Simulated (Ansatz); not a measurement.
## What Si on a Ni site (antisite), symmetric start does to NiSi2

The parent structure is a 27-atom supercell of NiSi$_{2}$ (space group Fm-3m, No. 225; a = 5.390 Å; non-magnetic) at its relaxed geometry.

Now apply this change: a neutral Si on a Ni site (antisite), symmetric start, atoms relaxed at fixed cell.

The values are results of PBEsol, PAW, 420 eV (Ansatz, a quantum-chemistry and plane-wave program; no SOC), earlier PAW set, not measurements. k-mesh 6×6×6 (Γ-centred); smearing 0.05 eV (Fermi–Dirac).

```tsv
quantity	base	changed	shift
pressure	0.1 GPa	4.2 GPa	+4.1 GPa
total moment of the cell	–	0.0 μB	–
energy gained by relaxation	–	0.41 eV	–
largest displacement of a host atom from its site in the perfect cell	–	0.10 Å	–
mean distance from the defect site to its nearest host atoms	2.33 Å	2.42 Å	+0.09 Å
```

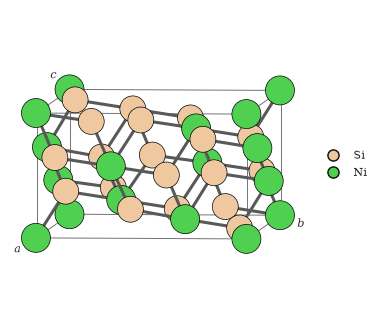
The relaxed cell after the change

Cost of the whole job for the changed cell (relaxation, final SCF and bands): about 40 core-minutes (a rough figure).

Other magnetic orders, which the real material may have, were not ruled out. In so small a cell the defect repeats every few ångströms: this is an ordered compound, not a dilute defect. The defect started on the symmetric site and kept its symmetry, so it may sit on a saddle. Seeded moments were not kept for Si on a Ni site (antisite) and the base. Spin-polarised in the final run: Si on a Ni site (antisite); the other runs are not. The defect cell is spin-polarised and ends with 0.0 μB.
